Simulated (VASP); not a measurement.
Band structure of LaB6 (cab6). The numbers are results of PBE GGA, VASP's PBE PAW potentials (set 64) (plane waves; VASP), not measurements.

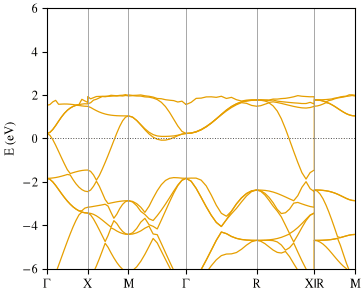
Figure. Bands along high-symmetry lines, zero at the valence-band maximum or, without a gap, the Fermi level

**Question.** Read the plot: is there a gap, and where are the band edges?

**Answer.** It has no gap at this level: it comes out as a metal or semimetal. (Edges off the drawn lines would not show.)

The compound is LaB6 in the cab6 structure. It was relaxed first. The electron count is odd and the run is not spin-polarised, which forces a metal.
